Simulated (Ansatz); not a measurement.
## GeH6CI3N (CH3NH3GeI3): converging the G0W0 gap

Aim: see how the G0W0 gap of GeH6CI3N (CH3NH3GeI3) on PBEsol moves with empty bands and screening cutoff, and what each rung costs.

Program: Ansatz 0.2.0. Level of theory: G0W0 on PBEsol, plane waves, PAW; PAW set soft_1. Results are calculated unless marked as measured.

The structure was built from a prototype and need not be the compound's stable phase.

## (1) Set-up

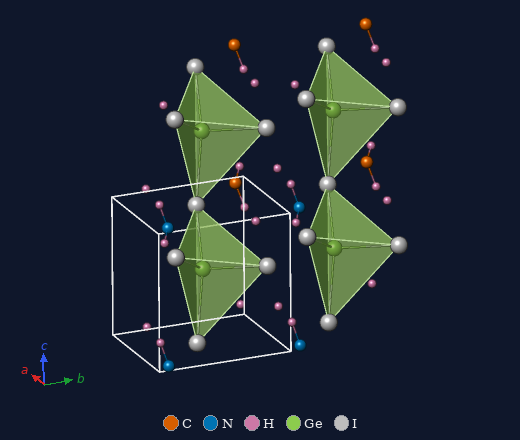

Start, viewed from a free direction; carbon orange, nitrogen blue, hydrogen pink, germanium green, iodine light grey. 1×2×2 cells are drawn. Bonds to atoms that aren't drawn are left out. Some periodic images of atoms are drawn too.

The structure was relaxed with PBEsol-D3(BJ). The runs that relaxed it are not among those shown. Spin-orbit coupling is left out unless a step names it.

## (2) 173 empty bands, screening to 52 eV

G0W0 replaces the xc potential by the self-energy, built once from these orbitals. Only a window of levels is corrected, while the sums run over the empty bands that the input names. This step takes PAW set soft_1 files.

input.yaml reads:

```yaml
crystal:
  lattice:
    - [5.8630711863, 0.2896105377, 0.0618450382]
    - [0.2896105377, 5.9414246786, 0.091408338]
    - [0.0618450382, 0.091408338, 5.8648889541]
  atoms:
    - { symbol: C, position: [0.9282061927, 0.9134021167, 0.9846224898] }
    - { symbol: "N", position: [0.0764546859, 0.097646897, 0.0085587277] }
    - { symbol: H, position: [1.0369851614, 0.7531233599, 0.9706938083] }
    - { symbol: H, position: [0.1852165616, 1.1105705405, 0.8665654291] }
    - { symbol: H, position: [0.8263853188, -0.0529096915, 0.8300969694] }
    - { symbol: H, position: [-0.0210627329, 0.2520612321, 0.0249310054] }
    - { symbol: H, position: [0.8144927943, -0.0929478115, 0.1354900582] }
    - { symbol: H, position: [0.1790586382, 1.0723934485, 0.1523746068] }
    - { symbol: Ge, position: [0.518690855, 0.5164188802, 0.5307891582] }
    - { symbol: I, position: [0.5149504902, 0.4698515314, 0.0010197888] }
    - { symbol: I, position: [0.4459210691, -0.0168305148, 0.5019309052] }
    - { symbol: I, position: [-0.0151168563, 0.4764345857, 0.4926325186] }
kpoints:
  mp_grid: { grid: [4, 4, 4] }
hamiltonian:
  xc: pbesol
  pseudopotentials: { kind: paw, azcp: { folder: soft_1 }, xc_functional: pbe }
scf:
  occupations: { method: fixed }
gw:
  n_empty_bands: 173
  ecut_chi: 52
  qp_bands: [v4, c4]
  qp_kpoints: band_edges
  screening: { model: contour_deformation }
```

Launch:

```sh
> ansatz run input.yaml --threads 2 --pin off --max-ram 92160MiB --backend cuda --events-out ev --progress --plain --runs-dir out --devices 1 --max-vram 13GiB
```

Numbers of over 12 decimals in the logs are rounded to 6 here.

The log of the run:

```text
GPUs: using 1 of 1 available (devices: 1).
Engine: ansatz 0.2.0, x86_64-unknown-linux-gnu
Pseudopotentials: kind: paw
Pseudopotential: C, paw, valence charge 4, recommended cutoff 420 eV (normal), soft_1/C.paw.azcp
Pseudopotential: N, paw, valence charge 5, recommended cutoff 420 eV (normal), soft_1/N.paw.azcp
Pseudopotential: H, paw, valence charge 1, recommended cutoff 420 eV (normal), soft_1/H.paw.azcp
Pseudopotential: Ge, paw, valence charge 14, recommended cutoff 420 eV (normal), soft_1/Ge.paw.azcp
Pseudopotential: I, paw, valence charge 17, recommended cutoff 420 eV (normal), soft_1/I.paw.azcp
Functional definition: PBEsol
  exchange = pbesol_x
  correlation = pbesol_c
device memory: the entry about to start is reckoned to put 2.2 GiB on a device that reports 56.6 GiB free (of which the cap on the GPU budget leaves the run 13.0 GiB)
GPU FFT provider: cuFFT
GPU libraries: cuBLAS 13.8.2, cuFFT 12.4.0, cuSOLVER 12.3.4
Crystal: 12 atoms, lattice volume = 203.743 Å³
Basis set: ecut = 420 eV, 3977 PW (Γ)
Bands: 52, of which v1, the nominal top of the filled ones, is band 40 counted from 1 (39 counted from 0)
Symmetry: 1 space group operations
Space group: P1 (ITA 1), of the structure as read, at distance tolerance 5.9e-5 Å
k-points: 36 of 64 (time reversal used)
Non-local potential: C, projectors of the file, l = 0: 2, l = 1: 2, l = 2: 1
Non-local potential: N, projectors of the file, l = 0: 2, l = 1: 2, l = 2: 1
Non-local potential: H, projectors of the file, l = 0: 2, l = 1: 1
Non-local potential: Ge, projectors of the file, l = 0: 2, l = 1: 2, l = 2: 3, l = 3: 1
Non-local potential: I, projectors of the file, l = 0: 2, l = 1: 2, l = 2: 2, l = 3: 1
PAW form: soft (Blöchl's): semilocal exchange-correlation on the pseudo side does not see the compensation charge
PAW frozen core: C, regenerated for the run's functional, and the local potential with it (the file was generated under x = pbe(κ = 0.804, μ = 0.219515), c = pbe(β = 0.066725))
PAW frozen core: N, regenerated for the run's functional, and the local potential with it (the file was generated under x = pbe(κ = 0.804, μ = 0.219515), c = pbe(β = 0.066725))
PAW frozen core: Ge, regenerated for the run's functional, and the local potential with it (the file was generated under x = pbe(κ = 0.804, μ = 0.219515), c = pbe(β = 0.066725))
PAW frozen core: I, regenerated for the run's functional, and the local potential with it (the file was generated under x = pbe(κ = 0.804, μ = 0.219515), c = pbe(β = 0.066725))
PAW one-centre angular grid: C, 110 points (default); XC on 64 Gauss nodes
PAW one-centre angular grid: N, 110 points (default); XC on 64 Gauss nodes
PAW one-centre angular grid: H, 110 points (default); XC on 64 Gauss nodes
PAW one-centre angular grid: Ge, 590 points (default); XC on 64 Gauss nodes
PAW one-centre angular grid: I, 590 points (default); XC on 64 Gauss nodes
Initial density: superposition of atomic densities (chi_scale 0.1, normalization cell), built separately for each of the 2 bonded fragments (scf.initial_density.interfragment_charge_transfer: auto; true builds it for the cell as a whole; a typed value also counts as a typed key of the start: scf.initial_density.chi_scale says what that changes, if anything)
Initial wavefunctions: pseudopotential atomic-orbital guess
GPU buffer pool allocated for 64000 grid points (all kernels)
GPU transforms: local potential and band sums: pruned to the plane-wave sphere, on 40×40×40
Functional: x = pbesol(κ = 0.804, μ = 0.123457), c = pbesol(β = 0.046)
SCF iter   1: F=—  HF=-27276.715528 eV  |F-HF|=—  |Δ(HF+E_count)|=         —  Δρ=6.60e-2  dr2=9.55e0  ethr=3.10e-3  ⟨swp⟩=5.0  Hψ=6426  notcnv=0  defer=316
preconditioner: auto → Resta (q_TF=auto, 2.335 Å⁻¹)  ε∞=2.9  [insulator: Δε(μ)=0.354 eV  Ē_g=11.639 eV  n_scr=36 (ndim 8)  ℏωp=16.0 eV  f_vac=0.030  ε∞_Penn≈2.9]
SCF iter   2: F=—  HF=-27274.067454 eV  |F-HF|=—  |Δ(HF+E_count)|=    2.65e0  Δρ=2.98e-2  dr2=1.38e0  ethr=3.10e-3  ⟨swp⟩=3.0  Hψ=3341  notcnv=0  defer=344
SCF iter   3: F=—  HF=-27273.664976 eV  |F-HF|=—  |Δ(HF+E_count)|=   4.02e-1  Δρ=8.47e-3  dr2=1.24e-1  ethr=1.73e-3  ⟨swp⟩=2.0  Hψ=3151  notcnv=0  defer=356
SCF iter   4: F=—  HF=-27273.650492 eV  |F-HF|=—  |Δ(HF+E_count)|=   1.45e-2  Δρ=2.19e-3  dr2=9.40e-3  ethr=1.55e-4  ⟨swp⟩=3.0  Hψ=3217  notcnv=0  defer=359
SCF iter   5: F=—  HF=-27273.650996 eV  |F-HF|=—  |Δ(HF+E_count)|=   5.04e-4  Δρ=8.73e-4  dr2=1.44e-3  ethr=1.18e-5  ⟨swp⟩=3.0  Hψ=2693  notcnv=0  defer=360
SCF iter   6: F=—  HF=-27273.652795 eV  |F-HF|=—  |Δ(HF+E_count)|=   1.80e-3  Δρ=2.01e-4  dr2=1.08e-4  ethr=1.80e-6  ⟨swp⟩=2.1  Hψ=2623  notcnv=0  defer=360
SCF iter   7: F=—  HF=-27273.652944 eV  |F-HF|=—  |Δ(HF+E_count)|=   1.49e-4  Δρ=1.17e-4  dr2=2.78e-5  ethr=1.35e-7  ⟨swp⟩=2.0  Hψ=2383  notcnv=0  defer=359
SCF iter   8: F=—  HF=-27273.652951 eV  |F-HF|=—  |Δ(HF+E_count)|=   7.31e-6  Δρ=2.44e-5  dr2=1.57e-6  ethr=3.47e-8  ⟨swp⟩=2.0  Hψ=2422  notcnv=0  defer=357
SCF iter   9: F=—  HF=-27273.652953 eV  |F-HF|=—  |Δ(HF+E_count)|=   2.39e-6  Δρ=5.89e-6  dr2=1.12e-7  ethr=1.96e-9  ⟨swp⟩=2.0  Hψ=2389  notcnv=0  defer=357
SCF iter  10: F=-27273.652954 eV  HF=-27273.652954 eV  |F-HF|=1.10e-8  |Δ(HF+E_count)|=   1.56e-7  Δρ=1.65e-6  dr2=9.41e-9  ethr=1.25e-10  ⟨swp⟩=16.6  Hψ=10212  notcnv=0
SCF 1 converged in 10 iterations: F = -27273.652954 eV  dr2 = 9.41e-9
  greatest PAW one-centre occupation: 0.999 electrons in one spin orbital (limit 2), on the I atom at site 11 (counted from 0), in its partial waves of l = 2
device memory: the entry about to start is reckoned to put 2.5 GiB (of the 2.6 GiB reckoned in all, the device holds 0.2 GiB already) on a device that reports 52.7 GiB free (of which the cap on the GPU budget leaves the run 12.9 GiB)
NSCF: frozen V_eff on 36 k-points
the band table was solved once the SCF had ended and its energy, with any forces and stress, was formed, with the checks that follow a solve (8570 applications of the Hamiltonian). They found nothing against the state; the energy, forces and stress were not computed again (output.eigenvalues in the input reference)
device memory: the entry about to start is reckoned to put 3.7 GiB on a device that reports 52.6 GiB free (of which the cap on the GPU budget leaves the run 13.0 GiB)
NSCF: frozen V_eff on 36 k-points
G₀W₀ screening: q 1/36
[... further progress lines ...]
SCF converged after 10 iterations
Free energy (F): -27273.652954 eV
Harris-Foulkes:  -27273.652954 eV  (|F-HF|=1.10e-8)
Internal energy: -27273.652954 eV  (E = F + TS)
E sigma→0 (E₀):  -27273.652954 eV
Fermi energy:    4.989732 eV
--- Per-component energies (eV) ---
  E_band       = -1465.447809
  E_kinetic    = 869.029862
  E_local      = -10162.772537  (includes V_loc(G=0)·N_el)
  E_nonlocal   = 628.744732
  E_hartree    = 4547.628727
  E_xc         = -549.929023
  E_vxc        = -597.257804  (∫ρ·V_xc dr)
  E_paw        = -16299.889794  (= ΣΔE_a)
  E_vpaw       = -1298.435243  (= ΣTr[D̂ρ^β])
  E_aug_tail   = -0.012677  (compensation charges beyond the density's cutoff)
  E_ewald      = -6308.655788
  E_core_change = 2.203545  (= ΣΔE_core)
  E_smearing   = -0.000000  (= −TS)
  E_closure    = 0.000000  (closes the sum)
  Σ components = -27273.652954   (vs F -27273.652954, Δ=0.00e0)
--- Band table (eV; the first three rows and the last of 36) ---
  k-point 0: bands = [... 36 lower, 3.2729, 3.3070, 3.4216, 3.6635, 8.0161, 8.4433, 8.9632, 9.0771, ... 8 higher]
  k-point 1: bands = [... 36 lower, 3.0389, 3.1625, 3.4476, 3.6234, 8.1337, 8.4293, 8.7527, 9.3946, ... 8 higher]
  k-point 2: bands = [... 36 lower, 3.1001, 3.2550, 3.5633, 3.9046, 6.5471, 8.4304, 9.4533, 9.7685, ... 8 higher]
  k-point 35: bands = [... 36 lower, 3.7258, 3.9662, 3.9845, 4.9897, 5.8582, 5.9510, 6.2015, 8.7639, ... 8 higher]
--- G₀W₀: contour deformation, 7 samples at zero and on the imaginary axis and 2 off it, 64 q-points, 173 empty bands' worth ---
  eigenvalues of the whole cell's RPA ε∞ on this k-mesh (on a slab, of 1 + 4πα/V) = 9.0390, 11.8889, 13.9501; static W/v taken at q = 0 is 0.086470
  gw.qp_kpoints: band_edges: 15 of 36 stored k-points solved, in 1 pass; an edge of the gap read off the rows below is read off those points alone
    valence top: of the k-points left out ik 32 came nearest to being solved in a further pass, in band 40 (counted from 1, as in the quasiparticle table): it holds the edge there only if its correction is more favourable than any solved in that band by at least 0.748 eV; those differ by 0.586 eV
    conduction bottom: of the k-points left out ik 32 came nearest to being solved in a further pass, in band 41 (counted from 1, as in the quasiparticle table): it holds the edge there only if its correction is more favourable than any solved in that band by at least 0.512 eV; those differ by 0.184 eV
    ik  band        ε_KS         Σx   Σc(E_QP)       V_xc       Z   E_QP_lin       E_QP  E_QP is
     0    37      3.2729   -17.1114     2.5270   -14.1901  0.7299     2.8714     2.8787  root
     0    38      3.3070   -17.1038     2.5373   -14.1680  0.7294     2.9011     2.9087  root
     0    39      3.4216   -17.2662     2.4683   -14.4454  0.7318     3.0636     3.0691  root
     0    40      3.6635   -17.3289     2.3873   -14.6012  0.7362     3.3184     3.3232  root
     0    41      8.0161    -5.3770    -3.6210    -9.4992  0.7790     8.5273     8.5174  root
     0    42      8.4433    -7.2050    -3.8867   -11.7351  0.7509     9.1074     9.0867  root
     0    43      8.9632    -5.9234    -3.8233   -10.2655  0.7577     9.4959     9.4821  root
     0    44      9.0771    -4.8050    -3.6883    -8.9459  0.7717     9.5381     9.5297  root
     1    37      3.0389   -16.8607     2.5738   -13.8680  0.7253     2.6109     2.6201  root
     1    38      3.1625   -17.0959     2.4959   -14.2235  0.7298     2.7793     2.7860  root
     1    39      3.4476   -16.9699     2.3238   -14.3296  0.7315     3.1266     3.1312  root
     1    40      3.6234   -17.2265     2.3984   -14.4767  0.7350     3.2668     3.2720  root
     1    41      8.1337    -8.4948    -3.7721   -12.8946  0.7545     8.7937     8.7614  root
     1    42      8.4293    -7.1553    -3.7966   -11.5053  0.7488     8.9996     8.9826  root
     1    43      8.7527    -6.2401    -3.8304   -10.7436  0.7718     9.4469     9.4258  root
     1    44      9.3946    -5.1785    -3.7840    -9.4946  0.7668     9.9385     9.9268  root
     2    37      3.1001   -17.3564     2.6402   -14.3082  0.7280     2.6846     2.6922  root
     2    38      3.2550   -17.1449     2.6220   -14.0885  0.7296     2.8109     2.8207  root
     2    39      3.5633   -17.1383     2.4002   -14.3836  0.7334     3.2034     3.2089  root
     2    40      3.9046   -16.7825     1.6175   -15.1136  0.7412     3.8530     3.8531  root
     2    41      6.5471    -9.0162    -3.2680   -12.8684  0.7473     7.1484     7.1313  root
     2    42      8.4304    -7.3883    -3.8644   -11.8135  0.7373     9.0090     8.9912  root
     2    43      9.4533    -5.2921    -3.7599    -9.6269  0.7735    10.0410    10.0281  root
     2    44      9.7685    -6.0106    -3.9614   -10.6747  0.7659    10.4983    10.4711  root
[...]
35    37      3.7258   -17.4712     2.4177   -14.6836  0.7402     3.3505     3.3559  root
    35    38      3.9662   -17.5612     2.3688   -14.8553  0.7402     3.6247     3.6291  root
    35    39      3.9845   -17.5962     2.3873   -14.8590  0.7406     3.6298     3.6346  root
    35    40      4.9897   -15.6608     0.5829   -15.3130  0.7586     5.2237     5.2248  root
    35    41      5.8582    -9.4156    -2.7878   -12.6802  0.7543     6.3426     6.3350  root
    35    42      5.9510    -8.8803    -3.0701   -12.4952  0.7562     6.5067     6.4958  root
    35    43      6.2015    -8.6533    -3.1551   -12.3479  0.7551     6.7523     6.7410  root
    35    44      8.7639    -5.1222    -3.7270    -9.4650  0.7846     9.3954     9.3796  root
```

Wall time 55 s (1 × NVIDIA H100 80GB HBM3 (shared by 6 runs) with 2 threads of AMD EPYC 7R13 (Zen 3), shared host); peak memory 1.8 GiB.

The column dr2 measures how far the density is from self-consistency, as an energy; F and HF (Harris–Foulkes) agree once it is small.

This step gave:

```yaml
bands_summed: 213
rpa_eps_infinity_on_this_mesh_eigenvalues: 9.039, 11.89, 13.95
plane_waves_in_the_screening_matrix: 179
q_points_in_the_mesh: 64
g0w0_gap_on_the_mesh: 1.110 eV
k_of_the_valence_top: -0.5, -0.5, -0.5
k_of_the_conduction_bottom: -0.5, -0.5, -0.5
starting_gap_on_the_mesh: 0.8685 eV
z_at_the_valence_top: 0.7586
z_at_the_conduction_bottom: 0.7543
least_direct_g0w0_gap_on_the_computed_points: 1.110 eV
```

The gap on the mesh goes from 0.87 eV to 1.11 eV, a correction of +0.24 eV. Between the two edge states, bare exchange in place of the xc potential would open the gap by 3.61 eV, and correlation takes back 3.37 eV.

## (3) 685 empty bands, screening to 130 eV

Bands and screening cutoff are moved together, since each hides the error of the other.

Changes to input.yaml since step 2:

```diff
@@ -26,4 +26,4 @@
 gw:
-  n_empty_bands: 173
-  ecut_chi: 52
+  n_empty_bands: 685
+  ecut_chi: 130.0
   qp_bands: [v4, c4]
```

The log of the run:

```text
GPUs: using 1 of 1 available (devices: 1).
[...]
GPU FFT provider: cuFFT
GPU libraries: cuBLAS 13.8.2, cuFFT 12.4.0, cuSOLVER 12.3.4
Crystal: 12 atoms, lattice volume = 203.743 Å³
Basis set: ecut = 420 eV, 3977 PW (Γ)
Bands: 52, of which v1, the nominal top of the filled ones, is band 40 counted from 1 (39 counted from 0)
[... 1 set-up line as in the run before ...]
[...]
k-points: 36 of 64 (time reversal used)
[...]
GPU buffer pool allocated for 64000 grid points (all kernels)
[...]
SCF iter   1: F=—  HF=-27276.715528 eV  |F-HF|=—  |Δ(HF+E_count)|=         —  Δρ=6.60e-2  dr2=9.55e0  ethr=3.10e-3  ⟨swp⟩=5.0  Hψ=6426  notcnv=0  defer=316
[...]
SCF iter  10: F=-27273.652954 eV  HF=-27273.652954 eV  |F-HF|=1.10e-8  |Δ(HF+E_count)|=   1.56e-7  Δρ=1.65e-6  dr2=9.41e-9  ethr=1.25e-10  ⟨swp⟩=16.6  Hψ=10212  notcnv=0
SCF 1 converged in 10 iterations: F = -27273.652954 eV  dr2 = 9.41e-9
[...]
NSCF: frozen V_eff on 36 k-points
[...]
G₀W₀ screening: q 1/36
[... further progress lines ...]
SCF converged after 10 iterations
Free energy (F): -27273.652954 eV
[...]
Internal energy: -27273.652954 eV  (E = F + TS)
E sigma→0 (E₀):  -27273.652954 eV
Fermi energy:    4.989732 eV
[...]
--- Band table (eV; the first three rows and the last of 36) ---
  k-point 0: bands = [... 36 lower, 3.2729, 3.3070, 3.4216, 3.6635, 8.0161, 8.4433, 8.9632, 9.0771, ... 8 higher]
  k-point 1: bands = [... 36 lower, 3.0389, 3.1625, 3.4476, 3.6234, 8.1337, 8.4293, 8.7527, 9.3946, ... 8 higher]
  k-point 2: bands = [... 36 lower, 3.1001, 3.2550, 3.5633, 3.9046, 6.5471, 8.4304, 9.4533, 9.7685, ... 8 higher]
  k-point 35: bands = [... 36 lower, 3.7258, 3.9662, 3.9845, 4.9897, 5.8582, 5.9510, 6.2015, 8.7639, ... 8 higher]
[...]
0    37      3.2729   -17.1114     2.1326   -14.1901  0.7256     2.4413     2.4842  root
     0    38      3.3070   -17.1038     2.1472   -14.1680  0.7250     2.4749     2.5185  root
     0    39      3.4216   -17.2662     2.0558   -14.4454  0.7275     2.6186     2.6565  root
     0    40      3.6635   -17.3289     1.9616   -14.6012  0.7315     2.8619     2.8975  root
     0    41      8.0161    -5.3770    -3.8287    -9.4992  0.7772     8.3126     8.3096  root
     0    42      8.4433    -7.2050    -4.1866   -11.7351  0.7471     8.7920     8.7868  root
     0    43      8.9632    -5.9234    -4.0765   -10.2655  0.7548     9.2316     9.2289  root
     0    44      9.0771    -4.8050    -3.8991    -8.9459  0.7702     9.3212     9.3190  root
[...]
35    41      5.8582    -9.4156    -3.1577   -12.6802  0.7518     5.9655     5.9652  root
    35    42      5.9510    -8.8803    -3.4183   -12.4952  0.7539     6.1487     6.1476  root
    35    43      6.2015    -8.6533    -3.4941   -12.3479  0.7528     6.4032     6.4020  root
    35    44      8.7639    -5.1222    -3.9154    -9.4650  0.7821     9.1974     9.1912  root
```

Elapsed: 4.7 min, on 1 × NVIDIA H100 80GB HBM3 (shared by 6 runs) with 2 threads; peak memory 5.8 GiB.

Numbers from this step:

* bands summed: 725
* RPA ε∞ on this mesh (eigenvalues): 9.005, 11.85, 13.90
* plane waves in the screening matrix: 689
* q-points in the mesh: 64
* G0W0 gap on the mesh: 1.277 eV
* k of the valence top: -0.5, -0.5, -0.5
* k of the conduction bottom: -0.5, -0.5, -0.5
* starting gap on the mesh: 0.8685 eV
* Z at the valence top: 0.7539
* Z at the conduction bottom: 0.7518
* least direct G0W0 gap on the computed points: 1.277 eV

Against the run with 4×4×4 mesh, 173 empty bands, screening to 52 eV, PAW set soft_1 files, the gap moves by +0.17 eV.

## (4) Convergence and cost

Times are wall times on 1 × NVIDIA H100 80GB HBM3 (shared by 6 runs) with 2 threads of AMD EPYC 7R13 (Zen 3), shared host, good to a factor of about two.

```tsv
mesh	files	frequency	bands summed	cutoff (eV)	start (eV)	G0W0 (eV)	time	host memory (GiB)
4×4×4	PAW set soft_1	contour deformation	213	52	0.869	1.110	55 s	1.8
4×4×4	PAW set soft_1	contour deformation	725	130	0.869	1.277	4.7 min	5.8
```

How the two edges are built up, in eV (the quasiparticle level is the starting level plus Σx plus Σc less Vxc):

```tsv
run	edge	start	Σx	Σc	Vxc	Z	QP
213 bands	valence top	4.99	-15.66	0.58	-15.31	0.76	5.22
213 bands	conduction bottom	5.86	-9.42	-2.79	-12.68	0.75	6.33
725 bands	valence top	4.99	-15.66	0.05	-15.31	0.75	4.69
725 bands	conduction bottom	5.86	-9.42	-3.16	-12.68	0.75	5.97
```

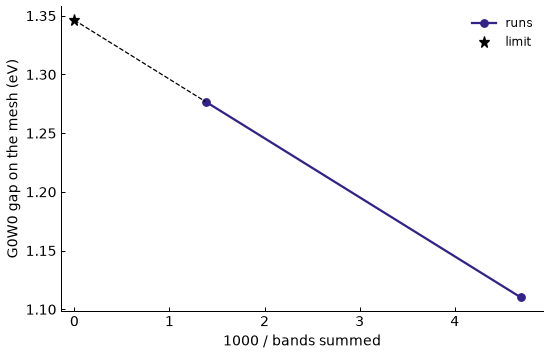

The gap against one over the number of bands; the dashed line carries the two highest rungs to the limit.

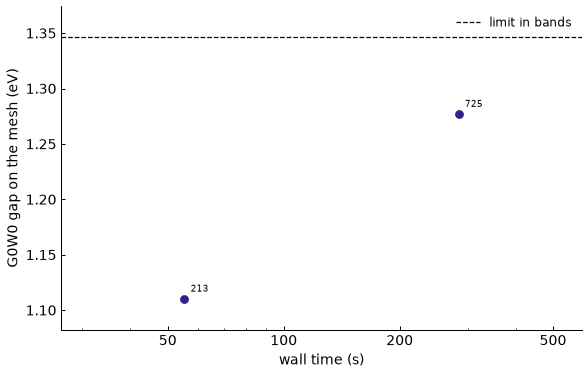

Result against wall time.

## (5) Results

- 213 bands, 52 eV: 1.110 eV
- 725 bands, 130 eV: 1.277 eV
- estimated limit in bands and cutoff: 1.35 eV
- mesh and start: 4×4×4, PBEsol

A line in one over the bands through the two rungs gives 1.35 eV, +0.07 eV from the top rung; with two points alone it is an unchecked estimate. The rungs stand 0.24 eV (213 bands) and 0.07 eV (725 bands) from it. From 213 to 725 bands the gap moves by +0.17 eV while the time grows 5.2-fold. Σc changes by −0.54 eV at the valence top and −0.37 eV at the conduction bottom, so the levels themselves move more than the gap between them. The 4×4×4 mesh is coarse for this cell (its supercell is 23 Å along the shortest edge). The RPA ε∞ on it, from the PBEsol start, is 9.01, 11.85 and 13.90; such meshes misread the long-range screening, most where the gap is narrow. The many-body steps are scalar-relativistic: spin-orbit coupling is not in them.

[Paths, hosts, dates, memory and timing lines, banners, echoed tables and standing remarks are left out of the program output.]

[Logs are printed without paths, hosts, clocks, repeated set-up lines and the standing remarks that a program may print on its own settings, such as how far it seeks lower states.]

[Runs of the session that timed out or met a known fault of the program may be left out.]

[Cells called generated may have been cut or substituted from an entry of the Crystallography Open Database or the Materials Project.]

[Hosts, paths, dates, database ids (printed as entryN), source tags and the programs' standing remarks are cut or masked in the printed files.]
